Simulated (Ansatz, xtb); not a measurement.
## A ladder of methods for GeHF (SMILES [F][GeH])

GeHF: 3 atoms, total charge 0, spin state singlet. SMILES: `[F][GeH]`. The coordinates come from a PBE0-D4/def2-TZVP relaxation.

```xyz
3

F     0.6721    1.0126    0.4697
Ge   -0.6579    0.1952   -0.3356
H    -0.0252   -1.2727   -0.1474
```

Each level gives the vertical energy of the triplet above the singlet (eV). The values are calculated.

```json
{"level": "GFN2-xTB", "kind": "semi-empirical", "program": "xtb", "value (eV)": "3.68", "CPU time (all runs)": "under 2 s"}
{"level": "GFN0-xTB", "kind": "semi-empirical", "program": "xtb", "value (eV)": "3.06", "CPU time (all runs)": "under 2 s"}
{"level": "GFN1-xTB", "kind": "semi-empirical", "program": "xtb", "value (eV)": "2.87", "CPU time (all runs)": "under 2 s"}
{"level": "HF/STO-3G", "kind": "Hartree–Fock", "program": "Ansatz", "value (eV)": "1.56", "CPU time (all runs)": "0.35 s"}
{"level": "SVWN5/STO-3G", "kind": "LDA", "program": "Ansatz", "value (eV)": "1.46", "CPU time (all runs)": "3.8 s"}
{"level": "BLYP/STO-3G", "kind": "GGA", "program": "Ansatz", "value (eV)": "1.49", "CPU time (all runs)": "6.7 s"}
{"level": "PBE/STO-3G", "kind": "GGA", "program": "Ansatz", "value (eV)": "1.42", "CPU time (all runs)": "6.9 s"}
{"level": "revPBE/STO-3G", "kind": "GGA", "program": "Ansatz", "value (eV)": "1.42", "CPU time (all runs)": "7.2 s"}
{"level": "r2SCAN/STO-3G", "kind": "meta-GGA", "program": "Ansatz", "value (eV)": "1.52", "CPU time (all runs)": "17 s"}
{"level": "B3LYP/STO-3G", "kind": "global hybrid", "program": "Ansatz", "value (eV)": "1.78", "CPU time (all runs)": "3.6 s"}
```

All-electron rows without a relativistic Hamiltonian named are non-relativistic. The values span 1.42 to 3.68 eV. The xTB rows lack spin polarisation, so open shells miss the exchange term that lowers them. All rows use very small basis sets, so none should be taken for the real molecule's value. Times are those of the runs behind each value, whatever else they computed, on shared processors of several kinds: orders of magnitude only.

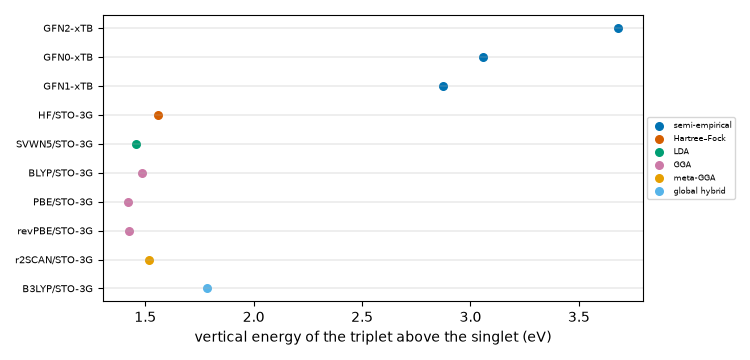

The values of the table, level by level.
